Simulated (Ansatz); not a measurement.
# C$_{2}$H$_{5}$FSi: frequency calculation

System: C$_{2}$H$_{5}$FSi, SMILES FC=C[SiH3].
Method: PBE/def2-SVP, RKS (Ansatz 0.2.0).

The geometry was optimised with PBE/def2-SVP. Figures and captions count atoms from 1; the log counts them from 0 in places.

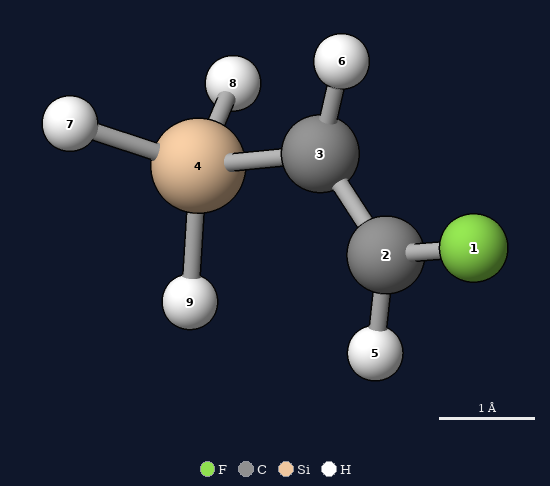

Fig. 1: The structure (ball-and-stick view, seen at a tilt; atoms are numbered from 1 in the order of the input).

## Input
```yaml
crystal:
  periodic: [false, false, false]
  atoms:
    - {symbol: F, position_ang: [-1.279100, 2.389150, 0.521894]}
    - {symbol: C, position_ang: [-0.592875, 1.385043, -0.045391]}
    - {symbol: C, position_ang: [-0.336927, 0.224262, 0.581023]}
    - {symbol: Si, position_ang: [0.621947, -1.161577, -0.230065]}
    - {symbol: H, position_ang: [-0.275700, 1.639334, -1.073252]}
    - {symbol: H, position_ang: [-0.720789, 0.117106, 1.611296]}
    - {symbol: H, position_ang: [1.865681, -1.489382, 0.552794]}
    - {symbol: H, position_ang: [-0.207425, -2.415356, -0.315964]}
    - {symbol: H, position_ang: [1.013587, -0.734880, -1.619436]}
basis:
  gaussian:
    orbitals: def2-SVP
hamiltonian:
  xc: pbe
phonons:
  temperatures: {t_min: 298.15, t_max: 298.15, t_step: 1}
```

Run as:
```bash
ansatz run run.yaml --threads 1 --pin off --max-ram 3480MiB --events-out events.jsonl --progress --plain --runs-dir runs
```

## Output
```
Functional definition: PBE
  name "PBE"
  parameter kappa = 0.804
  parameter beta = 0.06672455060314922
  exchange = pbe_x(kappa = kappa, mu = beta*pi^2/3)
  correlation = pbe_c(beta = beta)
950 factors; their error is unknown
mean field evaluation 1: about -12727.5230 eV, gradient 4.7e1 eV
mean field evaluation 2: about -12718.1028 eV, gradient 7.0e1 eV
mean field evaluation 4: about -12733.1704 eV, gradient 6.1e0 eV
mean field evaluation 8: about -12733.2706 eV, gradient 1.2e-1 eV
mean field evaluation 16: about -12733.2037 eV, gradient 6.7e-5 eV
mean field -12733.20366576 eV, -467.9366038413 hartree, gradient 1.5e-5 eV, S^2 0.000000; 0 other end points of the search recorded, 0 dependent functions left out
the calculation of the forces begins
reference -12733.20369700 eV, -467.9366049893 hartree; 20, 20 occupied and 65, 65 virtual orbitals, 950 factors
these checks for a lower state are left out or cut short: stability, starts, cluster_reference, orbital_swaps, neighbouring_geometries, increment
950 factors; their error is unknown
mean field -12733.20362892 eV, -467.9366024872 hartree, gradient 2.3e-6 eV, S^2 0.000000; 0 other end points of the search recorded, 0 dependent functions left out
[... from here on the field's lines of each further geometry are left out, up to the last ...]
the calculation of the forces begins
reference -12733.20365131 eV, -467.9366033101 hartree; 20, 20 occupied and 65, 65 virtual orbitals, 950 factors
these checks for a lower state are left out or cut short: stability, starts, cluster_reference, orbital_swaps, neighbouring_geometries, increment
950 factors; their error is unknown
mean field -12733.20361997 eV, -467.9366021587 hartree, gradient 1.2e-6 eV, S^2 0.000000; 0 other end points of the search recorded, 0 dependent functions left out
the calculation of the forces begins
reference -12733.20365122 eV, -467.9366033068 hartree; 20, 20 occupied and 65, 65 virtual orbitals, 950 factors
Total energy: -12733.20369700 eV, -467.9366049893 hartree
Atom 0 at    -1.279100     2.389150     0.521894 Å, force     0.000134    -0.000050    -0.000127 eV/Å
Atom 1 at    -0.592875     1.385043    -0.045391 Å, force    -0.000127     0.000151     0.000022 eV/Å
Atom 2 at    -0.336927     0.224262     0.581023 Å, force    -0.000029     0.000138     0.000083 eV/Å
Atom 3 at     0.621947    -1.161577    -0.230065 Å, force     0.000091     0.000097    -0.000185 eV/Å
Atom 4 at    -0.275700     1.639334    -1.073252 Å, force    -0.000055    -0.000070     0.000102 eV/Å
Atom 5 at    -0.720789     0.117106     1.611296 Å, force     0.000013    -0.000143    -0.000068 eV/Å
Atom 6 at     1.865681    -1.489382     0.552794 Å, force     0.000034    -0.000058     0.000050 eV/Å
Atom 7 at    -0.207425    -2.415356    -0.315964 Å, force    -0.000036    -0.000051     0.000046 eV/Å
Atom 8 at     1.013587    -0.734880    -1.619436 Å, force    -0.000026    -0.000014     0.000077 eV/Å
Dipole moment:     0.044562    -0.034649    -0.069398 e Å
Vibrations: 138.31 195.05 203.06 422.98 603.23 631.66 804.31 810.04 895.45 898.74 923.91 935.23 1115.25 1162.21 1300.91 1652.67 2160.63 2160.97 2170.10 3097.74 3098.32 cm⁻¹, zero-point energy 1.573408 eV
```

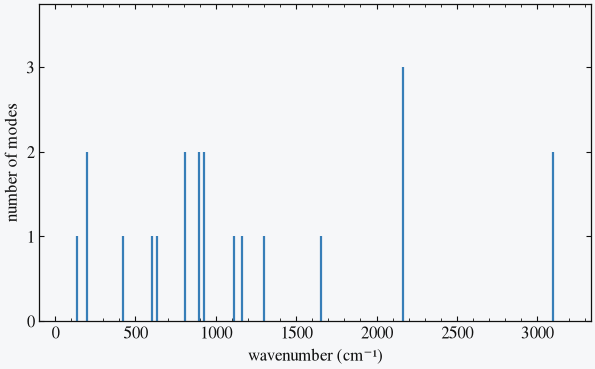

Fig. 2: Harmonic vibrational wavenumbers from the force constants; neighbouring modes closer than 13 cm⁻¹ are counted in one stick. 21 modes from 138 to 3098 cm⁻¹, none imaginary.

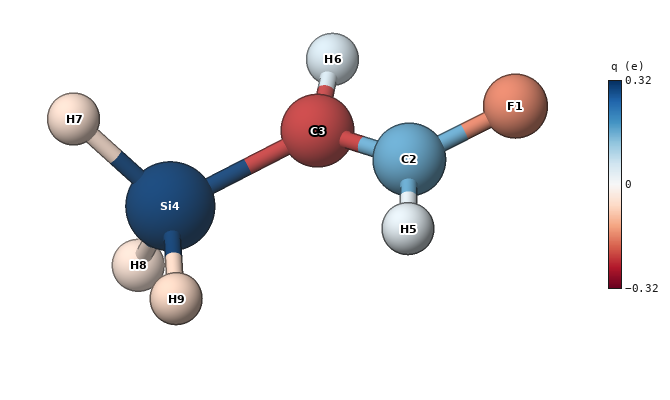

Fig. 3: Mulliken charges, as the colour of each atom (ball-and-stick view, seen at a tilt; atoms are numbered from 1 in the order of the input; Mulliken charges depend strongly on the basis). By element: F −0.16, C −0.22 to +0.16, Si +0.30 and H −0.06 to +0.06 e.

## Key numbers

```csv
quantity,value
outcome,converged
total energy,−467.936605 hartree
basis functions,85
largest force,0.000 eV/Å
zero-point energy,0.057822 hartree
dipole moment,0.43 D
"wavenumbers, lowest and highest",138 and 3098 cm⁻¹
hardware,"1 thread of Arm Neoverse V2, 24 GiB of memory available, shared host"
wall time,61 s
peak memory,0.11 GiB
```
